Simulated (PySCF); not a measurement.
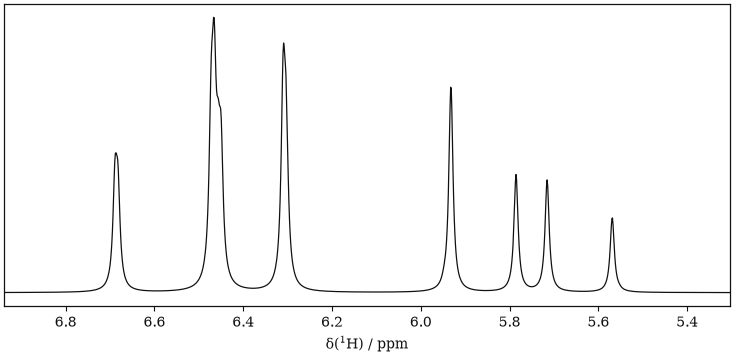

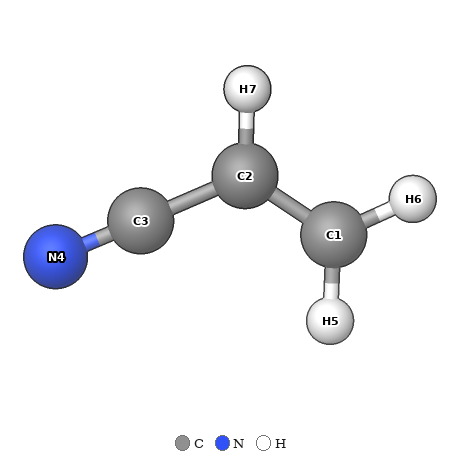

C₃H₃N, SMILES C=CC#N. Simulated ¹H spectrum at 90 MHz, line width 1.0 Hz, from GIAO shifts (PBE0/pcSseg-1, against TMS) and couplings (B3LYP/pcJ-1), PySCF 2.14.0, at a GFN2-xTB geometry (no frequency check). Gas phase, values of one conformer, averaged over methyl-type rotors and exact or near symmetry; couplings among ¹H are treated exactly, other nuclei are left out.

### Assign the signals.

```csv
δ (ppm),nuclei,atoms
6.56,1,H5
6.37,1,H6
5.77,1,H7
```

### Give the coupling constants used.

```csv
pair,J (Hz)
H5–H7,19.8
H6–H7,13.4
```

Not listed: couplings under 0.5 Hz, those between magnetically equivalent nuclei.

Limits of at least one run: the tight-binding geometry is rougher than a DFT one and adds to the error.
